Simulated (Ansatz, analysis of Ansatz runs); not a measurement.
# Migration in MgB2C2 (Pnnm): Li_i hop between interstitial places, charge +1, part 2 of 4

Aim: the barrier of one jump in MgB2C2 (Pnnm) at charge +1: Li_i hop between interstitial places. The model is a cell of 60 host atoms with 1 Li put in; Li is the atom that moves.

Ansatz 0.2.0; plane-wave PAW DFT, PBEsol; nudged elastic band between two relaxed defect structures at fixed charge in a uniform background.

So far: The starting structure; Relaxation of the start point, charge +1.

## Step 3: Relaxation of the end point, charge +1

Level of this step: plane-wave PAW DFT, PBEsol; relaxation of all atoms of a defect supercell at fixed charge in a uniform background (Ansatz).

The end point is relaxed in the same cell and settings, so that the two energies compare.

Contents of qp1.end/input.yaml:

```yaml
crystal:
  lattice:
    - [4.61704896, 7.1710112, 0.0]
    - [-4.61704896, 7.1710112, 0.0]
    - [0.0, 0.0, 8.29768848]
  atoms:
    - { symbol: Mg, position: [0.0, 0.5, 0.16666667] }
    - { symbol: Mg, position: [0.5, 0.0, 0.16666667] }
[... 3 atom lines left out ...]
    - { symbol: B, position: [0.80686491, 0.92274145, 0.16666667] }
[... 6 atom lines left out ...]
    - { symbol: C, position: [0.00257364, 0.21824658, 0.16666667] }
[... 1 atom line left out ...]
    - { symbol: C, position: [0.49742636, 0.28175342, 0.16666667] }
[... 7 atom lines left out ...]
    - { symbol: Mg, position: [0.0, 0.0, 0.33333333] }
    - { symbol: Mg, position: [0.5, 0.5, 0.33333333] }
[... 5 atom lines left out ...]
    - { symbol: B, position: [0.92274145, 0.30686491, 0.33333333] }
[... 1 atom line left out ...]
    - { symbol: B, position: [0.57725855, 0.19313509, 0.33333333] }
    - { symbol: C, position: [0.00257364, 0.21824658, 0.5] }
[... 1 atom line left out ...]
    - { symbol: C, position: [0.49742636, 0.28175342, 0.5] }
[... 2 atom lines left out ...]
    - { symbol: C, position: [0.71824658, 0.00257364, 0.33333333] }
[... 1 atom line left out ...]
    - { symbol: C, position: [0.78175342, 0.49742636, 0.33333333] }
[... 20 atom lines left out ...]
    - { symbol: Li, position: [0.75, 0.25, 0.4703] }
total_charge: 1
basis:
  ecutwfc: 420
  xc_grid: 2
hamiltonian:
  xc: pbesol
kpoints:
  mp_grid: { grid: [1, 1, 1] }
scf:
  occupations: { method: fixed }
  max_iter: 100
output:
  forces: true
relax:
  f_tol: 0.02
  max_steps: 70
  random_displacement: { amplitude: 0.03, seed: 9350 }
```

Started as:

```
$ ansatz run input.yaml --threads 4 --pin off --max-ram 7536MiB --backend cpu --events-out ev --progress --plain --runs-dir out
```

Numbers of over 12 decimals in the logs are rounded to 6 here.

The log of the run:

```text
[...]
Crystal: 61 atoms, lattice volume = 549.455 Å³
Basis set: ecut = 420 eV, 10723 PW (Γ), exchange–correlation on 120×120×120 points (8 copies of the dense FFT grid, shifted against one another)
Bands: 206, of which v1, the nominal top of the filled ones, is band 145 counted from 1 (144 counted from 0)
Symmetry: 1 space group operations
k-points: 1
[...]
SCF iter   1: F=—  HF=-32749.779737 eV  |F-HF|=—  |Δ(HF+E_count)|=         —  Δρ=1.07e-2  dr2=5.71e-1  ethr=1.77e-3  ⟨swp⟩=5.0  Hψ=680  notcnv=0  defer=59
[...]
SCF iter   6: F=-32749.582228 eV  HF=-32749.582228 eV  |F-HF|=3.06e-7  |Δ(HF+E_count)|=   4.46e-7  Δρ=1.64e-5  dr2=1.75e-6  ethr=3.45e-9  ⟨swp⟩=4.0  Hψ=533  notcnv=0
SCF 1 converged in 6 iterations: F = -32749.582228 eV  dr2 = 1.75e-6
[...]
--- Relaxed structure (5 steps of the walk, 5 accepted, 0 SCFs on fresh bases) ---
  F+E_penalty+E_count = -32750.83558916 eV   max|allowed force component| = 6.384e-3 eV/Å
  atoms:
    - { symbol: Mg, position: [-0.006254, 0.502349, 0.165352] }
    - { symbol: Mg, position: [0.506526, -0.002263, 0.165347] }
    [... 10 atoms left out ...]
    - { symbol: C, position: [0.011853, 0.214029, 0.165517] }
    [... 1 atom left out ...]
    - { symbol: C, position: [0.488388, 0.286154, 0.165504] }
    [... 7 atoms left out ...]
    - { symbol: Mg, position: [0.022536, -0.012915, 0.330546] }
    - { symbol: Mg, position: [0.477664, 0.513156, 0.330543] }
    [... 5 atoms left out ...]
    - { symbol: B, position: [0.933994, 0.299178, 0.330904] }
    [... 1 atom left out ...]
    - { symbol: B, position: [0.566236, 0.200995, 0.330890] }
    [... 2 atoms left out ...]
    - { symbol: C, position: [0.489417, 0.288679, 0.499509] }
    [... 2 atoms left out ...]
    - { symbol: C, position: [0.720215, 0.015419, 0.333383] }
    [... 1 atom left out ...]
    - { symbol: C, position: [0.780034, 0.484774, 0.333371] }
    [... 20 atoms left out ...]
    - { symbol: Li, position: [0.750100, 0.250042, 0.499526] }
[key lines of the parts left out:]
SCF converged after 5 iterations
Free energy (F): -32750.835589 eV
Fermi energy:    8.250181 eV
```

The job ended after 10 s (4 threads of Arm Neoverse V1, shared host; peak memory 0.65 GiB; 37 s of CPU time).

The steps of the relaxation:

```
step  energy less that of the first step (eV)  largest force component (eV/Å)
   1                                   0.0000                          1.7178
   2                                  -0.9234                          0.8958
   3                                  -1.2262                          0.1826
   4                                  -1.2527                          0.0352
   5                                  -1.2534                          0.0064
```

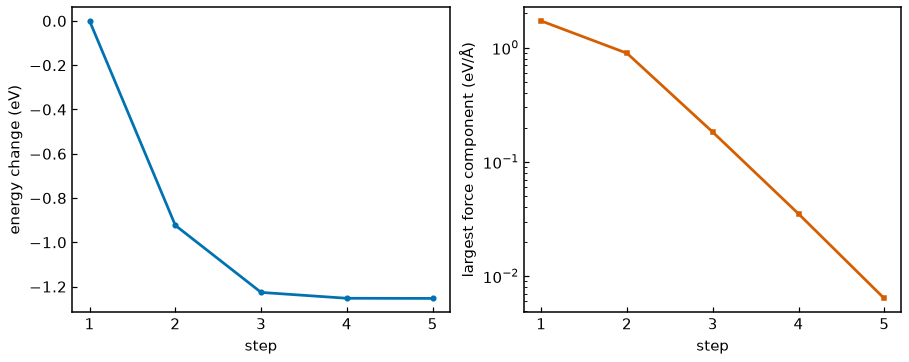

Energy and largest force along the relaxation.

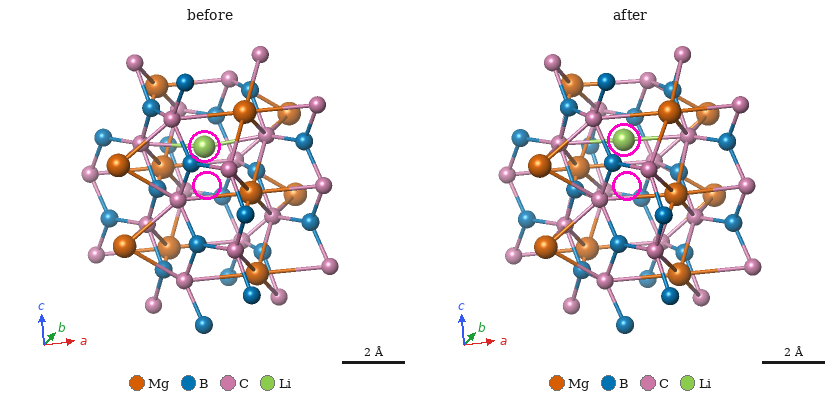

Before and after: the atoms that start within 5 Å of the centre. Li61, which moves most, is ringed if it is among them. A ring with no atom in it marks the empty centre.

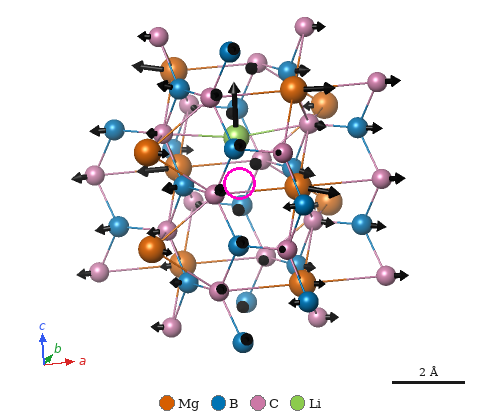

Displacements in the relaxation from the typed sites near the centre, exaggerated; the longest in the cell stands for 0.24 Å. A ring marks the centre wherever it is empty.

The atoms that moved most (Å, from the sites as typed, ahead of the random displacement):

```
atom      dx      dy      dz  length
Li61   0.000   0.000   0.243   0.243
Mg24  -0.164  -0.067  -0.023   0.179
Mg23   0.164   0.068  -0.023   0.178
Mg43   0.164   0.068   0.015   0.178
Mg44  -0.164  -0.067   0.015   0.178
 C60   0.050  -0.105  -0.008   0.117
 C58  -0.050   0.105  -0.008   0.116
 C38  -0.050   0.105   0.000   0.116
```

Neighbours of Li61 at the end:

```
atom  distance (Å)
 C35         2.108
 C33         2.109
 B52         2.266
 B32         2.266
 B50         2.266
 B30         2.267
 B26         2.517
 B28         2.517
 C38         2.528
 C58         2.528
 C60         2.529
 C40         2.529
```

Read from the output:

| Quantity | Value |
| --- | --- |
| free energy | -32750.8356 eV |
| largest move from the ideal geometry of this structure, a common shift of the far atoms taken out | 0.2466 Å |

The relaxation gained 1.253 eV and ended with a largest force component of 0.0064 eV/Å. The end lies within 1 meV of the start.

(Continued in part 3 of 4.)

[Logs are printed without paths, hosts, clocks, repeated set-up lines and the standing remarks that a program may print on its own settings, such as how far it seeks lower states.]

[Hosts, paths, dates, database ids (printed as entryN), source tags and the programs' standing remarks are cut or masked in the printed files.]
